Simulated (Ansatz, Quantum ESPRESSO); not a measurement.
# NaMgF3 (Neighborite): modes at Γ and the response to a field, part 2 of 3

Wanted: the vibrations of NaMgF3 (Neighborite) at Γ, by two programs.

Quantum ESPRESSO 7.5; DFT LDA, scalar-relativistic, plane waves, JTH PAW pseudopotentials.

So far. Step 2 (A first look): A gap of 5.9 eV opens on this mesh, so the crystal is taken as an insulator; the start stands at -3.3 GPa. Step 4 (Self-consistent run for the response): The cell stands at 0.12 GPa, close enough for phonons. The relaxed cell has a = 3.821 Å (conventional setting).

The database entry behind the starting cell lists a temperature of 1273 K, so it need not match the best structure at ambient conditions.

### Step 5. Linear response at Γ

At q = 0 one unit cell holds all displacements; symmetry groups them into irreducible representations that are solved one by one. The response to a field gives ε∞ and the Born charges, which polar modes need.

Contents of ph.in:

```
phonons
 &inputph
    prefix='x',
    outdir='./tmp',
    fildyn='g.dyn',
    tr2_ph=1.0d-18,
    epsil=.true.,
 /
0.000000000 0.000000000 0.000000000
```

On the command line:

```sh
$ OMP_NUM_THREADS=1 mpirun -n 4 ph.x -nk 4 -in ph.in > ph.out
```

What it wrote:

```text
[banners, grids, parts of the stress and lines that vanish by symmetry left out]
[banner, memory and clock lines left out]
Program PHONON v.7.5

     ./tmp/x.save/

     file Na.upf: wavefunction(s)  2S 3S 2P 3P renormalized
     file Mg.upf: wavefunction(s)  3P renormalized
     file F.upf: wavefunction(s)  0S 2P 0P renormalized

     IMPORTANT: XC functional enforced from input :
     Exchange-correlation= PW
                           (   1   4   0   0   0   0   0)
     Any further DFT definition will be discarded
     Please, verify this is what you really want

     G-vector sticks info

     Reading collected, re-writing distributed wavefunctions in ./tmp/

     Number and degeneracy of irreps per q-point
       N         xq(1)         xq(2)         xq(3)   N irreps
       1   0.000000000   0.000000000   0.000000000       5
        3   3   3   3   3

     Calculation of q =    0.0000000   0.0000000   0.0000000

     phonons

     bravais-lattice index     =            0
     lattice parameter (alat)  =       7.2214  a.u.
     unit-cell volume          =     376.5829 (a.u.)^3
     number of atoms/cell      =            5
     number of atomic types    =            3
     kinetic-energy cut-off    =      50.0000  Ry
     charge density cut-off    =     250.0000  Ry
     convergence threshold     =      1.0E-18
     beta                      =       0.7000
     number of iterations used =            4
     Exchange-correlation= PW
                           (   1   4   0   0   0   0   0)

     celldm(1)=    7.22138  celldm(2)=    0.00000  celldm(3)=    0.00000
     celldm(4)=    0.00000  celldm(5)=    0.00000  celldm(6)=    0.00000

     crystal axes: (cart. coord. in units of alat)
               a(1) = (  1.0000  0.0000  0.0000 )
               a(2) = (  0.0000  1.0000  0.0000 )
               a(3) = (  0.0000  0.0000  1.0000 )

     reciprocal axes: (cart. coord. in units 2 pi/alat)
               b(1) = (  1.0000  0.0000  0.0000 )
               b(2) = (  0.0000  1.0000  0.0000 )
               b(3) = (  0.0000  0.0000  1.0000 )

     Atoms inside the unit cell:

     Cartesian axes

     site n.  atom      mass           positions (alat units)
        1  Na     22.9898   tau(    1) = (    0.00000    0.00000    0.00000  )
        2  Mg     24.3050   tau(    2) = (    0.50000    0.50000    0.50000  )
        3  F      18.9984   tau(    3) = (    0.50000    0.50000    0.00000  )
        4  F      18.9984   tau(    4) = (    0.00000    0.50000    0.50000  )
        5  F      18.9984   tau(    5) = (    0.50000    0.00000    0.50000  )

     Computing dynamical matrix for
                    q = (   0.0000000   0.0000000   0.0000000 )

     49 Sym.Ops. (with q -> -q+G )

     G cutoff =  330.2332  (  25269 G-vectors)     FFT grid: ( 40, 40, 40)
     G cutoff =  264.1865  (  17941 G-vectors)  smooth grid: ( 36, 36, 36)
     number of k points=    20
                       cart. coord. in units 2pi/alat
        k(    1) = (   0.0000000   0.0000000   0.0000000), wk =   0.0092593
        k(    2) = (   0.0000000   0.0000000   0.1666667), wk =   0.0555556
        k(    3) = (   0.0000000   0.0000000   0.3333333), wk =   0.0555556
        [... further k-points left out ...]

     PseudoPot. # 1 for Na read from file:
     ./pseudo/Na.upf
     Pseudo is Projector augmented-wave + core cor, Zval =  9.0
     Shape of augmentation charge: SINC**2
     Using radial grid of  969 points,  4 beta functions with:
                l(1) =   0
                l(2) =   0
                l(3) =   1
                l(4) =   1
     Q(r) pseudized with 0 coefficients

     PseudoPot. # 2 for Mg read from file:
     ./pseudo/Mg.upf
     Pseudo is Projector augmented-wave + core cor, Zval = 10.0
     Shape of augmentation charge: SINC**2
     Using radial grid of  976 points,  4 beta functions with:
                l(1) =   0
                l(2) =   0
                l(3) =   1
                l(4) =   1
     Q(r) pseudized with 0 coefficients

     PseudoPot. # 3 for F  read from file:
     ./pseudo/F.upf
     Pseudo is Projector augmented-wave + core cor, Zval =  7.0
     Shape of augmentation charge: SINC**2
     Using radial grid of  953 points,  4 beta functions with:
                l(1) =   0
                l(2) =   0
                l(3) =   1
                l(4) =   1
     Q(r) pseudized with 0 coefficients

     Mode symmetry, O_h (m-3m)  point group:

     Electric field:
     Dielectric constant
     Born effective charges as d Force / d E

     Atomic displacements:
     There are    5 irreducible representations

     Representation     1      3 modes -  To be done

     Representation     2      3 modes -  To be done

     Representation     3      3 modes -  To be done

     Representation     4      3 modes -  To be done

     Representation     5      3 modes -  To be done

     Alpha used in Ewald sum =   2.3000

     Electric Fields Calculation

      thresh= 1.000E-02 alpha_mix =  0.700 |ddv_scf|^2 =  1.247E-08

      thresh= 1.117E-05 alpha_mix =  0.700 |ddv_scf|^2 =  1.636E-10

      thresh= 1.279E-06 alpha_mix =  0.700 |ddv_scf|^2 =  8.357E-12

      thresh= 2.891E-07 alpha_mix =  0.700 |ddv_scf|^2 =  2.729E-13

      thresh= 5.224E-08 alpha_mix =  0.700 |ddv_scf|^2 =  1.742E-15

      thresh= 4.173E-09 alpha_mix =  0.700 |ddv_scf|^2 =  9.702E-18

      thresh= 3.115E-10 alpha_mix =  0.700 |ddv_scf|^2 =  1.649E-19

     End of electric fields calculation

          Dielectric constant in cartesian axis

          (       1.967998668       0.000000000       0.000000000 )
          (       0.000000000       1.967998668       0.000000000 )
          (       0.000000000       0.000000000       1.967998668 )

          Effective charges (d Force / dE) in cartesian axis without acoustic sum rule applied (asr)

           atom    1  Na    Mean Z*:        1.15660
      Ex  (        1.15660        0.00000        0.00000 )
      Ey  (        0.00000        1.15660        0.00000 )
      Ez  (        0.00000        0.00000        1.15660 )
           atom    2  Mg    Mean Z*:        1.87672
      Ex  (        1.87672        0.00000        0.00000 )
      Ey  (        0.00000        1.87672        0.00000 )
      Ez  (        0.00000        0.00000        1.87672 )
           atom    3  F     Mean Z*:       -1.00551
      Ex  (       -0.88912        0.00000        0.00000 )
      Ey  (        0.00000       -0.88912        0.00000 )
      Ez  (        0.00000        0.00000       -1.23829 )
           atom    4  F     Mean Z*:       -1.00551
      Ex  (       -1.23829        0.00000        0.00000 )
      Ey  (        0.00000       -0.88912        0.00000 )
      Ez  (        0.00000        0.00000       -0.88912 )
           atom    5  F     Mean Z*:       -1.00551
      Ex  (       -0.88912        0.00000        0.00000 )
      Ey  (        0.00000       -1.23829        0.00000 )
      Ez  (        0.00000        0.00000       -0.88912 )

          Effective charges Sum: Mean:        0.01680
              0.01680        0.00000        0.00000
              0.00000        0.01680        0.00000
              0.00000        0.00000        0.01680

          Effective charges (d Force / dE) in cartesian axis with asr applied:
           atom    1  Na    Mean Z*:        1.15324
      E*x (        1.15324        0.00000        0.00000 )
      E*y (        0.00000        1.15324        0.00000 )
      E*z (        0.00000        0.00000        1.15324 )
           atom    2  Mg    Mean Z*:        1.87336
      E*x (        1.87336        0.00000        0.00000 )
      E*y (        0.00000        1.87336        0.00000 )
      E*z (        0.00000        0.00000        1.87336 )
           atom    3  F     Mean Z*:       -1.00887
      E*x (       -0.89248        0.00000        0.00000 )
      E*y (        0.00000       -0.89248        0.00000 )
      E*z (        0.00000        0.00000       -1.24165 )
           atom    4  F     Mean Z*:       -1.00887
      E*x (       -1.24165        0.00000        0.00000 )
      E*y (        0.00000       -0.89248        0.00000 )
      E*z (        0.00000        0.00000       -0.89248 )
           atom    5  F     Mean Z*:       -1.00887
      E*x (       -0.89248        0.00000        0.00000 )
      E*y (        0.00000       -1.24165        0.00000 )
      E*z (        0.00000        0.00000       -0.89248 )

     Representation #   1 modes #   1   2   3

     Self-consistent Calculation

      thresh= 1.000E-02 alpha_mix =  0.700 |ddv_scf|^2 =  6.047E-07

      thresh= 7.776E-05 alpha_mix =  0.700 |ddv_scf|^2 =  5.771E-09

      thresh= 7.597E-06 alpha_mix =  0.700 |ddv_scf|^2 =  1.556E-11

      thresh= 3.945E-07 alpha_mix =  0.700 |ddv_scf|^2 =  4.134E-13

      thresh= 6.430E-08 alpha_mix =  0.700 |ddv_scf|^2 =  4.776E-15

      thresh= 6.911E-09 alpha_mix =  0.700 |ddv_scf|^2 =  2.955E-17

      thresh= 5.436E-10 alpha_mix =  0.700 |ddv_scf|^2 =  1.035E-18

[...]
End of self-consistent calculation

     Convergence has been achieved

     Representation #   2 modes #   4   5   6

     Self-consistent Calculation

[...]
End of self-consistent calculation

     Convergence has been achieved

     Representation #   3 modes #   7   8   9

     Self-consistent Calculation

[...]
End of self-consistent calculation

     Convergence has been achieved

     Representation #   4 modes #  10  11  12

     Self-consistent Calculation

[...]
thresh= 2.809E-10 alpha_mix =  0.700 |ddv_scf|^2 =  4.895E-19

     End of self-consistent calculation

     Convergence has been achieved

     Representation #   5 modes #  13  14  15

     Self-consistent Calculation

      thresh= 1.000E-02 alpha_mix =  0.700 |ddv_scf|^2 =  5.047E-07

      thresh= 7.104E-05 alpha_mix =  0.700 |ddv_scf|^2 =  3.546E-10

      thresh= 1.883E-06 alpha_mix =  0.700 |ddv_scf|^2 =  1.755E-12

      thresh= 1.325E-07 alpha_mix =  0.700 |ddv_scf|^2 =  9.712E-16

      thresh= 3.116E-09 alpha_mix =  0.700 |ddv_scf|^2 =  3.417E-17

      thresh= 5.845E-10 alpha_mix =  0.700 |ddv_scf|^2 =  7.448E-19

     End of self-consistent calculation

     Convergence has been achieved

     Number of q in the star =    1
     List of q in the star:
          1   0.000000000   0.000000000   0.000000000

          Dielectric constant in cartesian axis

          (       1.967998668       0.000000000       0.000000000 )
          (       0.000000000       1.967998668       0.000000000 )
          (       0.000000000       0.000000000       1.967998668 )

          Effective charges (d Force / dE) in cartesian axis without acoustic sum rule applied (asr)

           atom    1  Na    Mean Z*:        1.15660
      Ex  (        1.15660        0.00000        0.00000 )
      Ey  (        0.00000        1.15660        0.00000 )
      Ez  (        0.00000        0.00000        1.15660 )
           atom    2  Mg    Mean Z*:        1.87672
      Ex  (        1.87672        0.00000        0.00000 )
      Ey  (        0.00000        1.87672        0.00000 )
      Ez  (        0.00000        0.00000        1.87672 )
           atom    3  F     Mean Z*:       -1.00551
      Ex  (       -0.88912        0.00000        0.00000 )
      Ey  (        0.00000       -0.88912        0.00000 )
      Ez  (        0.00000        0.00000       -1.23829 )
           atom    4  F     Mean Z*:       -1.00551
      Ex  (       -1.23829        0.00000        0.00000 )
      Ey  (        0.00000       -0.88912        0.00000 )
      Ez  (        0.00000        0.00000       -0.88912 )
           atom    5  F     Mean Z*:       -1.00551
      Ex  (       -0.88912        0.00000        0.00000 )
      Ey  (        0.00000       -1.23829        0.00000 )
      Ez  (        0.00000        0.00000       -0.88912 )

          Effective charges Sum: Mean:        0.01680
              0.01680        0.00000        0.00000
              0.00000        0.01680        0.00000
              0.00000        0.00000        0.01680

          Effective charges (d Force / dE) in cartesian axis with asr applied:
           atom    1  Na    Mean Z*:        1.15324
      E*x (        1.15324        0.00000        0.00000 )
      E*y (        0.00000        1.15324        0.00000 )
      E*z (        0.00000        0.00000        1.15324 )
           atom    2  Mg    Mean Z*:        1.87336
      E*x (        1.87336        0.00000        0.00000 )
      E*y (        0.00000        1.87336        0.00000 )
      E*z (        0.00000        0.00000        1.87336 )
           atom    3  F     Mean Z*:       -1.00887
      E*x (       -0.89248        0.00000        0.00000 )
      E*y (        0.00000       -0.89248        0.00000 )
      E*z (        0.00000        0.00000       -1.24165 )
           atom    4  F     Mean Z*:       -1.00887
      E*x (       -1.24165        0.00000        0.00000 )
      E*y (        0.00000       -0.89248        0.00000 )
      E*z (        0.00000        0.00000       -0.89248 )
           atom    5  F     Mean Z*:       -1.00887
      E*x (       -0.89248        0.00000        0.00000 )
      E*y (        0.00000       -1.24165        0.00000 )
      E*z (        0.00000        0.00000       -0.89248 )

     Diagonalizing the dynamical matrix

     q = (    0.000000000   0.000000000   0.000000000 )

 **************************************************************************
     freq (    1) =      -1.615514 [THz] =     -53.887740 [cm-1]
     freq (    2) =      -1.615514 [THz] =     -53.887740 [cm-1]
     freq (    3) =      -1.615514 [THz] =     -53.887740 [cm-1]
     freq (    4) =       0.076458 [THz] =       2.550371 [cm-1]
     freq (    5) =       0.076458 [THz] =       2.550371 [cm-1]
     freq (    6) =       0.076458 [THz] =       2.550371 [cm-1]
     freq (    7) =       3.681843 [THz] =     122.813074 [cm-1]
     freq (    8) =       3.681843 [THz] =     122.813074 [cm-1]
     freq (    9) =       3.681843 [THz] =     122.813074 [cm-1]
     freq (   10) =       8.566881 [THz] =     285.760390 [cm-1]
     freq (   11) =       8.566881 [THz] =     285.760390 [cm-1]
     freq (   12) =       8.566881 [THz] =     285.760390 [cm-1]
     freq (   13) =      18.382389 [THz] =     613.170480 [cm-1]
     freq (   14) =      18.382389 [THz] =     613.170480 [cm-1]
     freq (   15) =      18.382389 [THz] =     613.170480 [cm-1]
 **************************************************************************

     Mode symmetry, O_h (m-3m)  point group:

     freq (   1-   3) =        -53.9  [cm-1]   --> T_1u G_15  G_4- I
     freq (   4-   6) =          2.6  [cm-1]   --> T_1u G_15  G_4- I
     freq (   7-   9) =        122.8  [cm-1]   --> T_2u G_25  G_5-
     freq (  10-  12) =        285.8  [cm-1]   --> T_1u G_15  G_4- I
     freq (  13-  15) =        613.2  [cm-1]   --> T_1u G_15  G_4- I
```

Elapsed: 3.9 min, on 4 MPI ranks of Arm Neoverse V2, shared host; 16 min of CPU time.

This step gave:

* miss of the charge sum rule: 0.01679 e
* largest acoustic frequency at the zone centre before the sum rule: 2.55 cm⁻¹
* highest optical zone-centre mode (no LO-TO term): 613.2 cm⁻¹
* lowest optical zone-centre mode: -53.89 cm⁻¹
* mean high-frequency dielectric constant: 1.968
* largest Born charge in size (third of the trace): 1.877 e

Born charge (rows field, columns displacement), before the sum rule (e), principal values of the symmetric part by kind of site:

```tsv
atom	atoms with these values	low	middle	high	mean
Na1	1	1.16	1.16	1.16	1.16
Mg2	1	1.88	1.88	1.88	1.88
F3	3	-1.24	-0.89	-0.89	-1.01
```

In full for F3:

```
-0.89  0.00  0.00
 0.00 -0.89  0.00
 0.00  0.00 -1.24
```

High-frequency dielectric tensor:

```
1.97 0.00 0.00
0.00 1.97 0.00
0.00 0.00 1.97
```

The acoustic modes at Γ come out as far as 2.5 cm⁻¹ from zero, where they should vanish, a small numerical error; the Born charges miss their sum rule by 0.017 e, which is good. The lowest optical mode is imaginary, 54i cm⁻¹, an instability at this level and on this k mesh.

### Step 6. Zone-centre analysis

A rigid shift of the crystal must cost nothing, but grids and finite bases break this; the acoustic sum rule is imposed before the matrix is diagonalised again. With Born charges the intensities follow; a static dielectric tensor has no meaning with imaginary modes.

Contents of dynmat.in:

```
 &input
    fildyn='g.dyn',
    asr='simple',
    fileig='dynmat.eig',
    lperm=.true.,
 /
```

On the command line:

```sh
$ dynmat.x -in dynmat.in > dynmat.out
```

What it wrote:

```text
[banner, memory and clock lines left out]
Program DYNMAT v.7.5

     Reading Dynamical Matrix from file g.dyn
     ...Force constants read
     ...epsilon and Z* read
     A direction for q was not specified:TO-LO splitting will be absent

     Polarizability (A^3 units)
     multiply by 0.756049 for Clausius-Mossotti correction
         4.298619    0.000000    0.000000
         0.000000    4.298619    0.000000
         0.000000    0.000000    4.298619

     IR activities are in (D/A)^2/amu units

# mode   [cm-1]    [THz]      IR
    1    -53.89   -1.6156    2.8709
    2    -53.89   -1.6156    2.8709
    3    -53.89   -1.6156    2.8709
    4     -0.00   -0.0000    0.0000
    5     -0.00   -0.0000    0.0000
    6      0.00    0.0000    0.0000
    7    122.82    3.6821    0.0000
    8    122.82    3.6821    0.0000
    9    122.82    3.6821    0.0000
   10    285.76    8.5668    1.5216
   11    285.76    8.5668    1.5216
   12    285.76    8.5668    1.5216
   13    613.14   18.3815    4.0802
   14    613.14   18.3815    4.0802
   15    613.14   18.3815    4.0802

Electronic dielectric permittivity tensor (relative, adimensional)
         1.967999    0.000000    0.000000
         0.000000    1.967999    0.000000
         0.000000    0.000000    1.967999

 ... with zone-center polar mode contributions
         3.095007    0.000000    0.000000
         0.000000    3.095007    0.000000
         0.000000    0.000000    3.095007

[end of the log left out, with the tail of the file of modes that dynmat.x writes under the same name]
```

Run time: 0.47 s. Hardware: 1 thread.

Read from the output:

```yaml
highest_optical_zone_centre_mode_no_lo_to_term: 613.1 cm⁻¹
```

Unit eigenvectors of the mass-weighted matrix after the sum rule; no LO-TO term. Modes at Γ, with each element's share of the kinetic energy (negative means imaginary):

```tsv
mode	frequency (cm⁻¹)	Na %	Mg %	F %
1	-53.9	73	1	26
2	-53.9	73	1	26
3	-53.9	73	1	26
4	0.0	22	23	55
5	0.0	22	23	55
6	0.0	22	23	55
7	122.8	0	0	100
8	122.8	0	0	100
9	122.8	0	0	100
10	285.8	5	42	53
11	285.8	5	42	53
12	285.8	5	42	53
13	613.1	0	34	66
14	613.1	0	34	66
15	613.1	0	34	66
```

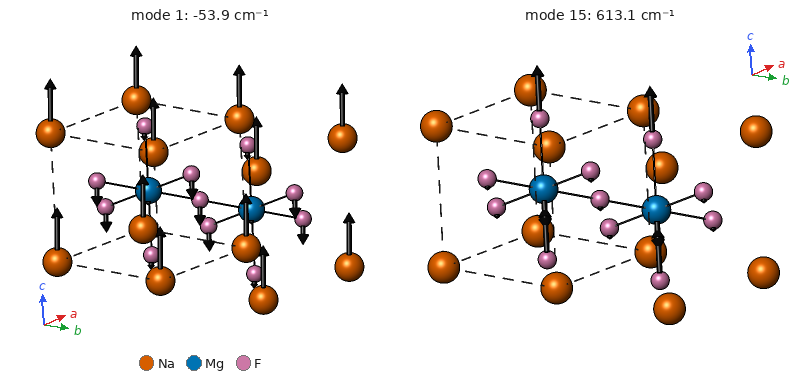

Displacement patterns of modes 1 and 15 at Γ; arrows are exaggerated. 1×2×1 cells are drawn. Some periodic images of atoms are drawn too.

Degenerate modes summed, no LO-TO term; imaginary modes left out. Infrared lines, with heights relative to the strongest:

```tsv
position (cm⁻¹)	lines merged	label	IR intensity, relative
123	3	T2u	0.0
286	3	T1u	37
613	3	T1u	100
```

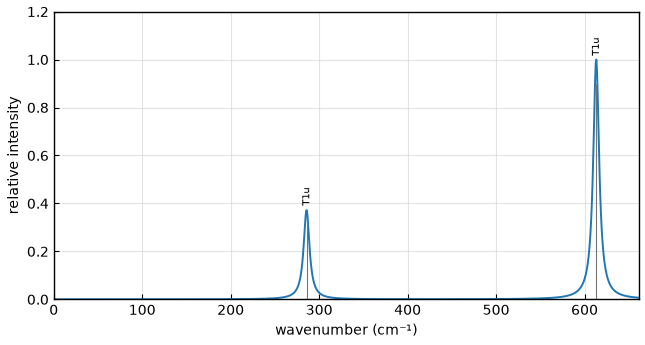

The infrared spectrum, broadened with Lorentzians of width 8 cm⁻¹; bars mark the lines.

The rule moves no optical mode by more than 0.1 cm⁻¹.

### Step 7. Sum rules set otherwise (asr crystal)

The rule can be imposed in more than one way; the choices should agree where the raw error is small.

Contents of dynmat.in:

```
 &input
    fildyn='g.dyn',
    asr='crystal',
    fileig='dynmat.eig',
    lperm=.true.,
 /
```

On the command line:

```sh
$ dynmat.x -in dynmat.in > dynmat.out
```

What it wrote:

```text
[banner, memory and clock lines left out]
Program DYNMAT v.7.5

     Reading Dynamical Matrix from file g.dyn
     ...Force constants read
     ...epsilon and Z* read
     Acoustic Sum Rule: || Z*(ASR) - Z*(orig)|| =    1.301397E-02
     Acoustic Sum Rule: ||dyn(ASR) - dyn(orig)||=    1.141267E-04
     A direction for q was not specified:TO-LO splitting will be absent

     Polarizability (A^3 units)
     multiply by 0.756049 for Clausius-Mossotti correction
         4.298619    0.000000    0.000000
         0.000000    4.298619    0.000000
         0.000000    0.000000    4.298619

     IR activities are in (D/A)^2/amu units

# mode   [cm-1]    [THz]      IR
    1    -53.89   -1.6156    2.8709
    2    -53.89   -1.6156    2.8709
    3    -53.89   -1.6156    2.8709
    4     -0.00   -0.0000    0.0000
    5     -0.00   -0.0000    0.0000
    6      0.00    0.0000    0.0000
    7    122.81    3.6818    0.0000
    8    122.81    3.6818    0.0000
    9    122.81    3.6818    0.0000
   10    285.76    8.5669    1.5220
   11    285.76    8.5669    1.5220
   12    285.76    8.5669    1.5220
   13    613.17   18.3823    4.0798
   14    613.17   18.3823    4.0798
   15    613.17   18.3823    4.0798

Electronic dielectric permittivity tensor (relative, adimensional)
         1.967999    0.000000    0.000000
         0.000000    1.967999    0.000000
         0.000000    0.000000    1.967999

 ... with zone-center polar mode contributions
         3.095098   -0.000000    0.000000
        -0.000000    3.095098   -0.000000
         0.000000   -0.000000    3.095098

[end of the log left out, with the tail of the file of modes that dynmat.x writes under the same name]
```

It took 0.48 s on 1 thread.

This step gave:

- highest optical zone-centre mode (no LO-TO term): 613.2 cm⁻¹

Zone-centre frequencies as printed; negative means imaginary. Modes:

```tsv
mode	frequency (cm⁻¹)
1	-53.89
2	-53.89
3	-53.89
4	0
5	0
6	0
7	122.8
8	122.8
9	122.8
10	285.8
11	285.8
12	285.8
13	613.2
14	613.2
15	613.2
```

Against the first rule no mode moves by more than 0.1 cm⁻¹.

(Continued in part 3 of 3.)

[Host names and launcher messages were left out of these logs when they were recorded.]

[Logs are printed without paths, hosts, clocks, repeated set-up lines and the standing remarks that a program may print on its own settings, such as how far it seeks lower states.]

[Hosts, paths, dates, database ids (printed as entryN), source tags and the programs' standing remarks are cut or masked in the printed files.]
